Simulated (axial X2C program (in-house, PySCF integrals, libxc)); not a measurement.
# GeP: bond curves with and without spin–orbit coupling, part 2 of 2

Computed with an in-house X2C program for linear molecules on PySCF integrals; all-electron X2C, Ge dyall-cv3z, P dyall-v3z.

### 9 PBE0, 2c

State followed: Ω = 3/2 (excess of +ω over −ω: ω = 3/2). The scan is laid around 2.150 Å, a first estimate of the minimum, and this SCF restarts from the orbitals of the search.

Output at 2.150 Å:

```text
two-component X2C + atomic mean field  PBE0
basis functions 154  fitting functions 907  grid points 5078
iter        total energy     max residual
   1      -2439.570793882     1.33e+00
   2      -2439.899056835     1.79e-02
   3      -2439.899444611     5.59e-03
   4      -2439.899777372     4.69e-03
   5      -2439.899821043     2.91e-03
   6      -2439.899902914     1.18e-03
   7      -2439.899906816     5.71e-04
   8      -2439.899909536     1.62e-04
   9      -2439.899909651     6.87e-05
  10      -2439.899909685     2.08e-05
  11      -2439.899909711     1.30e-05
  12      -2439.899909712     2.01e-06
converged
one-electron -3629.73603161  Coulomb 1175.55365209  exact exchange -25.28354379  xc functional -77.80685569  nuclear repulsion 118.14188895  atomic mean-field constant -0.76901966
```

Along the bond, energies from the lowest point:

```
R (Å)  E (eV)  μ (D)  HOMO (eV)  LUMO (eV)  iterations
1.871  1.0721  -0.50      -6.72      -5.18          25
1.956  0.4423  -0.78      -6.79      -4.96          21
2.021  0.1726  -0.98      -6.82      -4.82          18
2.086  0.0350  -1.18      -6.67      -4.68          19
2.150  0.0000  -1.38      -6.51      -4.56          12
2.225  0.0569  -1.59      -6.33      -4.42          18
2.300  0.1899  -1.78      -6.17      -4.31          17
2.397  0.4297  -1.94      -5.99      -4.18          18
2.515  0.7618  -2.00      -5.87      -4.06          16
2.688  1.2372  -2.08      -5.80      -3.94          17
```

Dipoles are positive if P is the positive end.

Outer spinors at the reference distance:

| ω | occupied | ε (eV) | atomic character | λ mixture |
| --- | --- | --- | --- | --- |
| -3/2 | yes | -33.52 | 100% Ge d | 89% δ, 11% π |
| 3/2 | yes | -33.52 | 100% Ge d | 88% δ, 12% π |
| -1/2 | yes | -33.36 | 100% Ge d | 61% π, 39% σ |
| 1/2 | yes | -33.36 | 100% Ge d | 61% π, 39% σ |
| 5/2 | yes | -33.01 | 100% Ge d | 100% δ |
| -5/2 | yes | -32.98 | 100% Ge d | 100% δ |
| 3/2 | yes | -32.85 | 100% Ge d | 88% π, 12% δ |
| -3/2 | yes | -32.83 | 100% Ge d | 89% π, 11% δ |
| -1/2 | yes | -32.82 | 100% Ge d | 61% σ, 39% π |
| 1/2 | yes | -32.82 | 100% Ge d | 61% σ, 39% π |
| 1/2 | yes | -17.35 | 54% P s, 27% Ge s, 10% Ge p | 100% σ |
| -1/2 | yes | -16.53 | 49% P s, 33% Ge s, 8% Ge p | 100% σ |
| 1/2 | yes | -12.19 | 46% Ge s, 22% P s, 20% P p | 100% σ |
| -1/2 | yes | -11.81 | 42% Ge s, 26% P s, 18% P p | 100% σ |
| -1/2 | yes | -7.29 | 66% P p, 28% Ge p, 4% Ge d | 100% π |
| 3/2 | yes | -7.24 | 67% P p, 27% Ge p, 4% Ge d | 100% π |
| 1/2 | yes | -7.01 | 45% P p, 39% Ge p, 11% Ge s | 100% σ |
| -1/2 | yes | -6.84 | 46% P p, 39% Ge p, 10% Ge s | 100% σ |
| 1/2 | yes | -6.51 | 56% P p, 39% Ge p, 3% Ge d | 100% π |
| -3/2 | no | -4.56 | 53% P p, 43% Ge p, 2% Ge d | 100% π |
| -1/2 | no | -2.38 | 64% Ge p, 24% P p, 6% P d | 100% π |
| 3/2 | no | -2.29 | 66% Ge p, 23% P p, 6% P d | 100% π |
| 1/2 | no | -2.05 | 54% Ge p, 34% P p, 6% Ge d | 100% π |

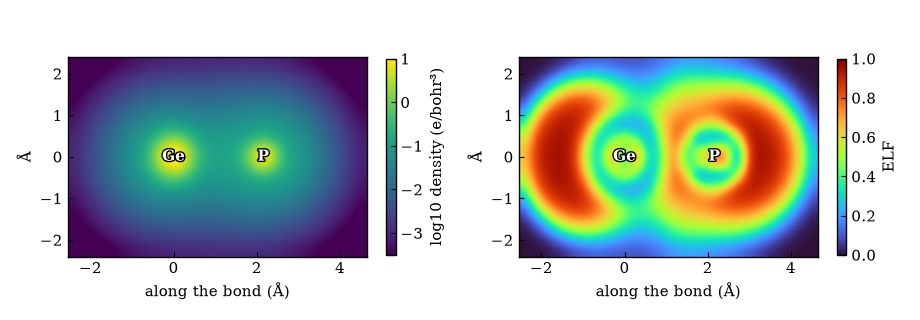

PBE0 fields in a plane through the axis, from a grid of 0.3 Å; Ge lies at z = 0 and P at z = 2.150 Å; the ELF is damped to zero where the density is low.

Re = 2.144 Å, ωe = 491 cm⁻¹, ωexe = 1.74 cm⁻¹, Be = 0.1681 cm⁻¹, De = 3.26 eV, μ = -1.36 D.

### 10 HF, 2c

The SCF at the reference distance of 2.150 Å:

```text
two-component X2C + atomic mean field  HF
basis functions 154  fitting functions 907  grid points 5078
iter        total energy     max residual
   1      -2437.943685381     2.86e-01
   2      -2437.970738309     1.04e-02
   3      -2437.972066531     1.32e-02
   4      -2437.972682048     7.89e-03
   5      -2437.973443785     5.59e-03
   6      -2437.974880901     2.76e-02
   7      -2437.975916750     1.67e-02
   8      -2437.976805282     5.93e-03
   9      -2437.977044418     1.85e-03
  10      -2437.977066191     1.37e-03
  11      -2437.977074020     1.20e-04
  12      -2437.977074464     8.05e-05
  13      -2437.977074580     3.98e-05
  14      -2437.977074608     2.67e-05
  15      -2437.977074622     1.49e-05
  16      -2437.977074629     9.63e-06
  17      -2437.977074632     8.05e-06
  18      -2437.977074633     5.56e-06
  19      -2437.977074634     2.84e-06
converged
one-electron -3629.72754002  Coulomb 1175.68038894  exact exchange -101.30279284  xc functional 0.00000000  nuclear repulsion 118.14188895  atomic mean-field constant -0.76901966
```

Re = 2.219 Å, ωe = 352 cm⁻¹, ωexe = 0.803 cm⁻¹, Be = 0.1569 cm⁻¹, De = 1.13 eV, μ = -1.14 D.

### 11 r2SCAN, 2c

Output at 2.150 Å:

```text
two-component X2C + atomic mean field  r2SCAN
basis functions 154  fitting functions 907  grid points 5078
iter        total energy     max residual
   1      -2440.239118354     7.24e-02
   2      -2440.240511066     1.04e-02
   3      -2440.241112373     1.54e-02
   4      -2440.241202595     3.17e-03
   5      -2440.241235697     3.80e-03
   6      -2440.241246941     9.01e-04
   7      -2440.241247573     7.93e-05
   8      -2440.241247611     7.80e-05
   9      -2440.241247623     1.73e-05
  10      -2440.241247625     1.08e-05
converged
one-electron -3629.78122069  Coulomb 1175.60750508  exact exchange 0.00000000  xc functional -103.44040130  nuclear repulsion 118.14188895  atomic mean-field constant -0.76901966
```

Re = 2.149 Å, ωe = 481 cm⁻¹, ωexe = 1.66 cm⁻¹, Be = 0.1672 cm⁻¹, De = 3.20 eV, μ = -1.21 D.

### 12 MP2 and beyond, 2c

Correlated methods: 9 electrons correlated (frozen shells, counted by type: Ge 3 s, 2 p, 1 d; P 2 s, 1 p), 205 virtual spinors in MP2, 90 natural virtuals in coupled cluster.

Output of the correlated part at 2.150 Å:

```text
correlated 9  virtual 205  natural virtual 90  E(MP2) -0.188932875  MP2 remainder -0.003998256
iter   CCSD correlation   residual
   1     -0.205686950   1.42e-01
   2     -0.216114401   7.47e-02
   3     -0.219459341   4.60e-02
   4     -0.222545496   3.10e-02
   5     -0.223405579   1.30e-02
   6     -0.223775275   4.16e-03
   7     -0.223810124   1.58e-03
   8     -0.223806538   7.69e-04
   9     -0.223806081   4.24e-04
  10     -0.223804068   1.93e-04
  11     -0.223805306   7.47e-05
  12     -0.223805590   2.61e-05
  13     -0.223805839   1.14e-05
  14     -0.223806075   5.06e-06
  15     -0.223806283   3.11e-06
  16     -0.223806440   1.75e-06
  17     -0.223806501   8.56e-07
  18     -0.223806528   4.13e-07
  19     -0.223806536   2.11e-07
(T) -0.013738504  T1 0.1031  D1 0.2377  max T2 0.115
```

MP2: No constants are quoted: the reference is strongly spin-contaminated.

CCSD: Re = 2.146 Å, ωe = 492 cm⁻¹, ωexe = 2.57 cm⁻¹, Be = 0.1678 cm⁻¹, De = 2.75 eV. T1 at Re = 0.072 (Lee–Taylor, the printed value over √2).

CCSD(T): Re = 2.151 Å, ωe = 495 cm⁻¹, ωexe = 2.03 cm⁻¹, Be = 0.167 cm⁻¹, De = 2.97 eV. T1 at Re = 0.073 (Lee–Taylor, the printed value over √2).

### 13 A higher determinant, 2c

State: Ω = 1/2 (excess of +ω over −ω: ω = 1/2).

Output at the reference distance:

```text
two-component X2C + atomic mean field  PBE0
basis functions 154  fitting functions 907  grid points 5078
iter        total energy     max residual
   1      -2439.568573959     1.33e+00
   2      -2439.896800987     1.79e-02
   3      -2439.897179631     5.65e-03
   4      -2439.897516807     4.75e-03
   5      -2439.897562514     2.96e-03
   6      -2439.897644916     1.19e-03
   7      -2439.897648952     5.63e-04
   8      -2439.897651697     1.70e-04
   9      -2439.897651880     7.09e-05
  10      -2439.897651997     5.99e-05
  11      -2439.897652127     1.64e-05
  12      -2439.897652139     1.49e-05
  13      -2439.897652154     1.21e-05
  14      -2439.897652157     5.64e-06
converged
one-electron -3629.69763707  Coulomb 1175.51600972  exact exchange -25.28316101  xc functional -77.80573309  nuclear repulsion 118.14188895  atomic mean-field constant -0.76901966
```

```
R (Å)  E above the lowest PBE0 point (eV)
1.871                               0.640
1.956                               0.292
2.021                               0.227
2.086                               0.095
2.150                               0.061
2.225                               0.120
2.300                               0.256
2.397                               0.503
2.515                               0.849
```

No constants are quoted: the solution changes its character somewhere along the scan, so the fit is set aside.

### 14 The 2c curves together

Energy (eV) of the followed determinant, 2c, from each level's lowest point:

```
R (Å)   PBE0     HF  MP2 (spin-contaminated)   CCSD  CCSD(T)  r2SCAN
1.871  1.072  1.187                    0.900    n/a      n/a   1.089
1.956  0.442  0.548                    0.254  0.476    0.503   0.456
2.021  0.173  0.270                    0.034  0.186    0.202   0.183
2.086  0.035  0.109                    0.000  0.039    0.046   0.041
2.150  0.000  0.026                    0.057  0.000    0.000   0.000
2.225  0.057  0.000                    0.169  0.054    0.049   0.048
2.300  0.190  0.030                    0.307  0.179    0.175   0.172
2.397  0.430  0.125                    0.505  0.402    0.408   0.401
2.515  0.762  0.297                    0.764    n/a      n/a   0.730
2.688  1.237  0.588                    1.171    n/a      n/a   1.214
```

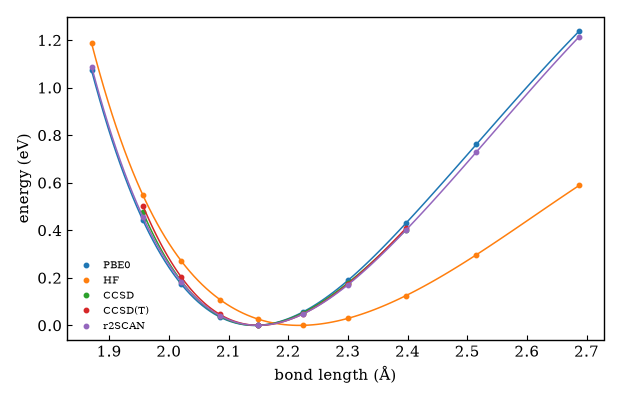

Curves of the followed state, 2c, each from its own lowest point. Left out: MP2.

Time for the job: 2.3 min (1 thread of Arm Neoverse V1, shared host); peak memory 0.56 GiB.

### 15 Constants

The summary covers parts 1 to 2.

Lowest determinant that the search found at its distance, spin-free: M_S = 1/2, Λ = 1 (beyond closed shells: π+α, π+β, π-α).

Lowest determinant that the search found at its distance, 2c: Ω = 3/2 (excess of +ω over −ω: ω = 3/2).

```tsv
Hamiltonian	level	Re (Å)	ωe (cm⁻¹)	De (eV)	μ (D)
spin-free	PBE0	2.143	492	3.23	-1.37
spin-free	HF	2.214	353	1.10	-1.16
spin-free	CCSD	2.144	495	2.74	n/a
spin-free	CCSD(T)	2.150	497	2.96	n/a
spin-free	r2SCAN	2.148	483	3.17	-1.22
2c	PBE0	2.144	491	3.26	-1.36
2c	HF	2.219	352	1.13	-1.14
2c	CCSD	2.146	492	2.75	n/a
2c	CCSD(T)	2.151	495	2.97	n/a
2c	r2SCAN	2.149	481	3.20	-1.21
```

Dipoles are positive if P is the positive end. No constants: spin-free MP2 (the reference is strongly spin-contaminated); 2c MP2 (the reference is strongly spin-contaminated). Spin-free ⟨S²⟩ is off its pure value at HF 1.25.

Time per point (s) on 1 thread of Arm Neoverse V1, shared host (2c runs; CCSD comes with the CCSD(T) run); the times are rough: PBE0 0.82, HF 0.63, CCSD(T) 4.4, r2SCAN 0.79.

In words: At CCSD(T), going from spin-free to two-component changes Re by +1 mÅ, ωe by -0.4 %; the spin-free picture holds up (part of it comes from the scalar share of the two-electron terms). De moves by +0.01 eV; both De rest on single-determinant atoms, which can miss part of an open shell's spin–orbit lowering.

De refers to Ge + P, each in the lowest determinant found, which need not be this curve's own limit. Each curve is one determinant whose occupation by symmetry is held fixed; it was picked as the lowest of a PBE0 search that is not exhaustive. De is counted from the lowest determinant-based energies of the atoms at the same level, without counterpoise correction. Density functionals use the spin component along the axis (collinear). Coupled cluster ran in a truncated set of natural virtual spinors; the MP2 energy of the rest was added. The meta-GGAs lack a current-density term, which matters for open shells with orbital currents, atoms included. At some level an empty orbital lies below a filled one. The spin-free determinant is spin-contaminated at some levels. With the outer-core shells frozen, correlated bond lengths of heavy atoms tend to come out a few hundredths of an ångström too long. T1 at Re is 0.073 (Lee–Taylor), above the customary mark of 0.02.
